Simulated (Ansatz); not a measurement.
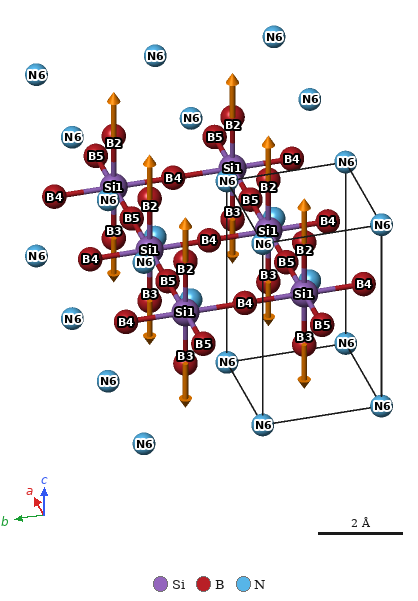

A relaxation of crystalline SiB4N (a generated structure, set up in P4/mmm) (coarse preliminary run). The starting structure is drawn; orange arrows show the displacements (the part carried along by the change of the cell is left out), 3 times their true length.

Style: ball-and-stick. Shown: the cell of the calculation, repeated 3 × 2 × 1 with one cell outlined, from a free direction.

Level of theory: Ansatz, DFT PBE, scalar-relativistic, plane waves, PAW.

The input:
```yaml
crystal:
  lattice:
    - [2.98208482, 0.0, 0.0]
    - [0.0, 2.98208482, 0.0]
    - [0.0, 0.0, 5.13010671]
  atoms:
    - { symbol: Si, position: [0.5, 0.5, 0.5] }
    - { symbol: B, position: [0.5, 0.5, 0.78163171] }
    - { symbol: B, position: [0.5, 0.5, 0.21836829] }
    - { symbol: B, position: [0.5, 0.0, 0.5] }
    - { symbol: B, position: [0.0, 0.5, 0.5] }
    - { symbol: "N", position: [0.0, 0.0, 0.0] }
basis:
  ecutwfc: 420
kpoints:
  mp_grid: { grid: [6, 6, 4] }
hamiltonian:
  xc: pbe
scf:
  occupations: { method: gaussian, width: 0.1 }
  lower_state_search: "off"
output:
  forces: true
  stress: true
  eigenvalues: true
relax:
  adjacent_minimum: "off"
  f_tol: 0.04
  max_steps: 70
  cell: { stress_tol: 0.4 }
```

Run as
```bash
ansatz run input.yaml --threads 1 --pin off --max-ram 2560MiB --backend cpu --events-out ev --progress --plain --runs-dir out
```

Q: Atoms of which element are displaced furthest, and by how much?

A: Boron: up to 0.42 Å, against 0.00 Å for nitrogen.

Q: Describe the change and its energy.

A: The energy falls by 20.618 eV per cell of the calculation in 11 accepted moves (13 points after the start). Largest force component: 23 eV/Å at the start, 0.0058 eV/Å at the end. Pressure: 174.51 GPa at the start and 0.05 GPa at the end. At 2 points the geometry stayed and the basis and grid were re-selected for the new cell (energy shift of 0.609 eV per cell of the calculation at most each time). The largest moves relative to the cell, 0.42 Å, are those of B2 and B3. B3 goes along −c. N and Si stay in place. Cell: a = b 2.982 → 3.872 Å (+29.9 %), c 5.130 → 5.500 Å (+7.2 %). Volume +80.8 %. Some distances before and after: Si1–Si1 2.982 → 3.872 Å, B2–B4 2.076 → 2.760 Å, B2–B3 2.241 → 1.567 Å, B4–B5 2.109 → 2.738 Å. New bonds form, among them: B2–B3 (2.24 → 1.57 Å). The space group stays P4/mmm (No. 123). The run took 66 s on 1 thread of Intel(R) Xeon(R) Processor @ 2.50GHz (Skylake/Cascade Lake) (shared host), peak memory 0.38 GiB.
